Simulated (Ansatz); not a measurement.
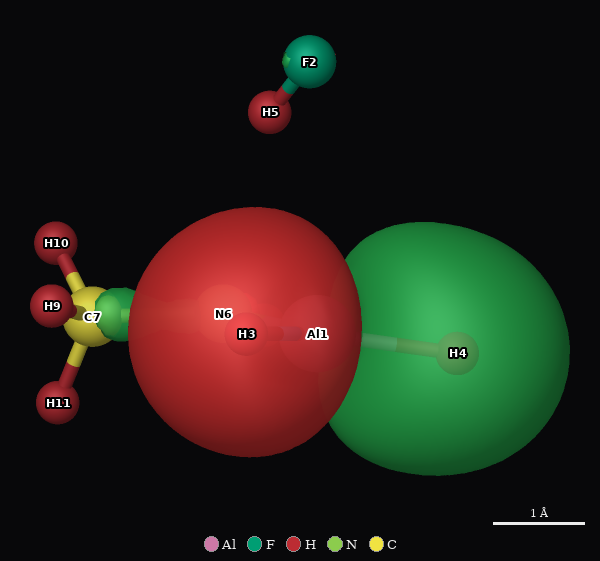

Figure. CH$_{6}$AlN···HF. The HOMO−1 at ±0.08 Å⁻³ᐟ² (green and red are the two phases), seen at a tilt.

Not at a stationary point (largest force 1.5 eV/Å).

The calculation used Ansatz 0.2.0, RKS PBE0-D4/def2-SVP.

```yaml
atoms:
  - { symbol: Al, position_ang: [-1.3112, -0.2425, -0.9621] }
  - { symbol: F, position_ang: [0.5642, 2.1165, -1.5598] }
  - { symbol: H, position_ang: [-0.7460, -1.2981, -1.9963] }
  - { symbol: H, position_ang: [-2.6759, 0.5569, -1.0239] }
  - { symbol: H, position_ang: [0.6148, 1.7411, -0.7280] }
  - { symbol: N, position_ang: [-0.2706, 0.0476, 0.5691] }
  - { symbol: C, position_ang: [0.8768, -0.7171, 1.0113] }
  - { symbol: H, position_ang: [-0.6688, 0.6140, 1.3131] }
  - { symbol: H, position_ang: [1.2623, -1.3330, 0.1839] }
  - { symbol: H, position_ang: [1.7119, -0.0774, 1.3500] }
  - { symbol: H, position_ang: [0.6425, -1.4079, 1.8427] }
```

### Describe this orbital and give its energy.

Its weight (Hirshfeld) is mainly on Al1 (about 35 %), H4 (about 30 %) and H3 (about 30 %). Its energy is −8.58 eV.
